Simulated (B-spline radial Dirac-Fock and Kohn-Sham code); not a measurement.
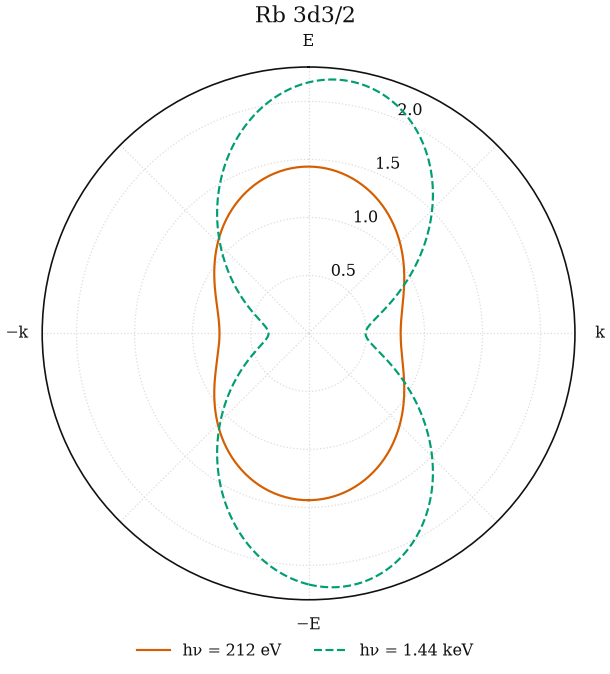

Angular distribution of photoelectrons from M4 (3d3/2) in the plane of the polarisation E (up) and the photon direction k (right), relative to an isotropic one. Species: neutral Rb. Level of theory: a Dirac–Hartree–Slater potential; 1 + βP₂(cos θ) + (δ + γ cos²θ) sin θ cos φ with E1 and E1–E2 terms; calculated with a B-spline radial code.

What are β, γ and δ at 1.44 keV?

β = 1.164, γ = 0.463, δ = 0.073.
